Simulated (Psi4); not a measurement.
Two rigid molecules brought together: CO ··· H3N (SMILES [C-]#[O+] and N). Monomers: optimised at B3LYP-D3(BJ) (def2-TZVP), held rigid. Orientation: a higher rigid-body minimum at GFN2-xTB (searched outside a hard wall at short contacts). R is the distance of the centres of mass, along which the second monomer moves. The shortest distances reach bonding range, where SAPT0 and rigid monomers are unreliable.

Geometry at R = 2.49 Å (first 2 atoms: monomer A):
```
6

C      0.5625     0.0000     0.0000
O     -0.5625     0.0000     0.0000
N      0.9755    -2.1495     0.3696
H      1.0257    -2.6757    -0.4952
H      0.2087    -2.5314     0.9113
H      1.8293    -2.3326     0.8843
```

Level of theory: SAPT0/jun-cc-pVDZ, frozen core (Psi4 1.11).

Components in kJ/mol:

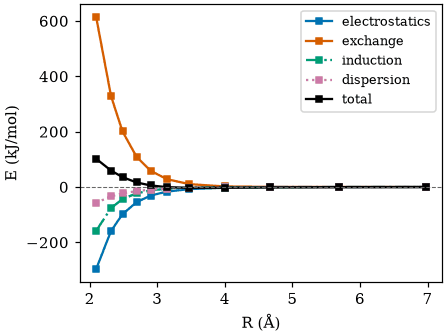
Figure. Components of the interaction energy.

| R / Å | electrostatics | exchange | induction | dispersion | total |
|---|---|---|---|---|---|
| 2.10 | -296.64 | 614.35 | -158.76 | -56.96 | 101.98 |
| 2.32 | -159.16 | 328.68 | -76.22 | -33.97 | 59.33 |
| 2.49 | -98.20 | 200.72 | -43.86 | -23.10 | 35.55 |
| 2.70 | -54.55 | 108.20 | -22.79 | -14.61 | 16.24 |
| 2.91 | -30.87 | 57.86 | -12.25 | -9.41 | 5.33 |
| 3.15 | -16.61 | 28.02 | -6.23 | -5.79 | -0.62 |
| 3.48 | -7.61 | 10.16 | -2.58 | -3.05 | -3.09 |
| 4.00 | -2.79 | 2.00 | -0.74 | -1.20 | -2.73 |
| 4.67 | -1.15 | 0.24 | -0.20 | -0.42 | -1.54 |
| 5.69 | -0.47 | 0.01 | -0.05 | -0.12 | -0.63 |
| 6.98 | -0.21 | 0.00 | -0.01 | -0.03 | -0.25 |
